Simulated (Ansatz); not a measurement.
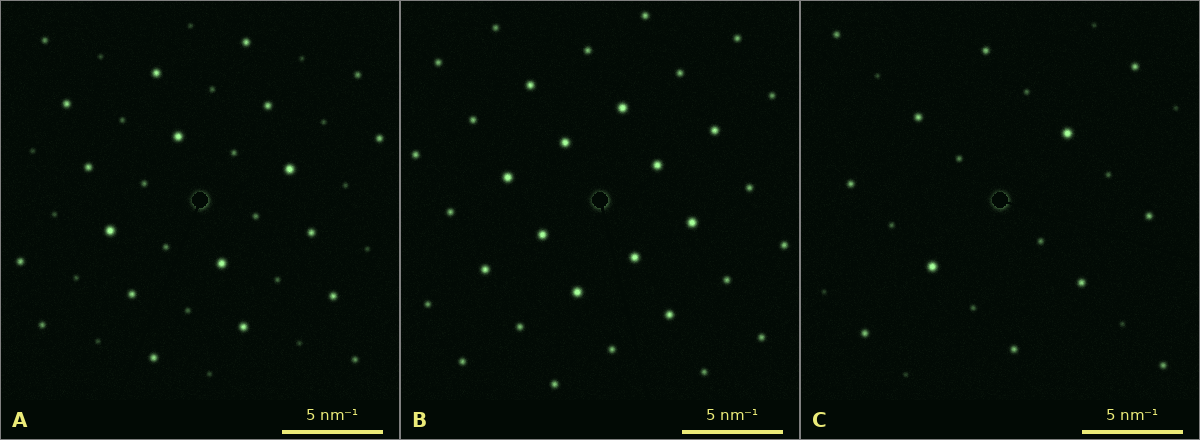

Simulated selected-area electron diffraction patterns (200 kV, kinematic approximation, thin crystal, B = 0.5 Å² for all atoms).

All three come from Ga2O, space group Fm-3m (No. 225), a = 5.962 Å. Structure: the geometry relaxed with DFT PBE, scalar-relativistic, plane waves, PAW in Ansatz; the starting structure was generated, so it need not be a known form of this composition.

**Assign the zone axes [001], [110], [211] to A, B and C.**

A is [110]: centred rectangular net of -1 1 -1 at d = 3.44 Å and -1 1 1 at d = 3.44 Å, at 70.5°. B is [001]: square net of 2 0 0 at d = 2.98 Å and 0 2 0 at d = 2.98 Å, at 90.0°. C is [211]: rectangular net of -1 1 1 at d = 3.44 Å and 0 -2 2 at d = 2.11 Å, at 90.0°.
